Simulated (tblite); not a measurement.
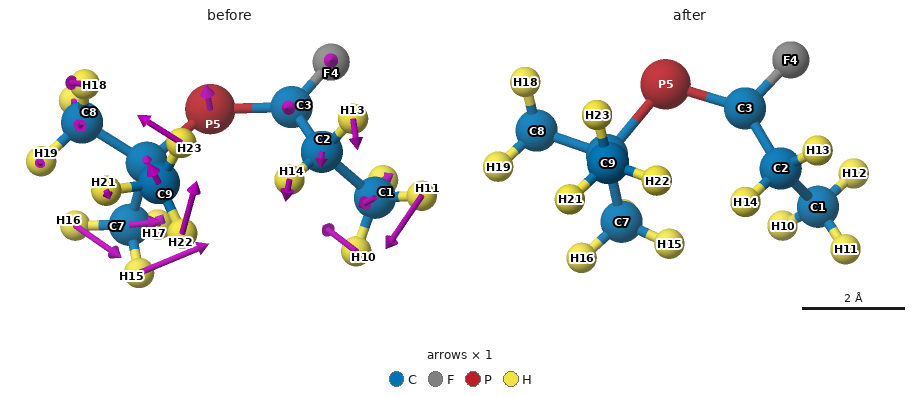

The structure of C7H14FP before (left) and after (right) a relaxation, at one scale. The purple arrows give the displacements, at their true length.

The picture is a ball-and-stick view, seen face on.

The calculation used tblite, GFN2-xTB geometry optimisation, gas phase. 

**Describe what moved and what it gained.**

Over 181 geometry steps the energy falls by 38.2 kcal/mol. The largest move after the best rigid fit is that of an H atom, 1.51 Å. Largest moves by element: H 1.51 Å, F 0.74 Å, C 0.69 Å, P 0.61 Å. Some distances before and after: C–P 1.822 → 1.904 Å, C–H 1.143 → 1.089 Å, C–P 1.634 → 1.680 Å, C–C 1.458 → 1.493 Å. Among the angles between lasting bonds that change: C–P–C 128.5° → 107.5°, C–C–P 120.2° → 138.4°, C–C–F 119.9° → 110.1°. Groups turn about C–C by about 50°, C–C by about 45°, C–P by about 35°. Cost: 1.6 s on 1 thread of Arm Neoverse V1, on a shared host.
